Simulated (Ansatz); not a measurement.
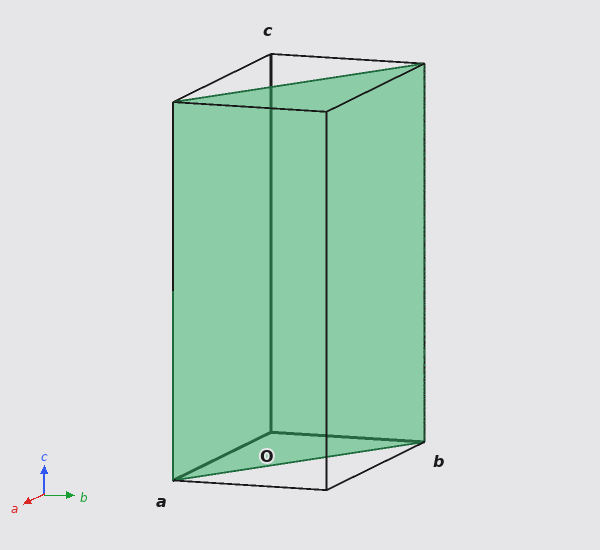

For As, the input geometry of an electronic-structure calculation (not necessarily at equilibrium): every member of one family of equally spaced planes, hx + ky + lz = a whole number, that cuts the unit cell is shaded (one member passes through the origin O, touching the cell only at an edge or corner). All values are computed from the atomic coordinates in the standard setting (tolerance 0.002 Å).

a = 3.759 Å, b = 3.759 Å, c = 9.984 Å, α = 90.00°, β = 90.00°, γ = 120.00°.

Which (hkl) family is drawn?

(1 1 0), in four indices (1 1 −2 0); the opposite sign names the same planes. The member next to the origin meets the axes a at 1, b at 1, c never.

What is the spacing?

d = 1.880 Å.

The space group is R-3m, No. 166, hexagonal axes. How many reflections hkl are equivalent to this one (itself included), and does it occur?

6 reflections are equivalent in the Laue class -3m. The space group allows the reflection.
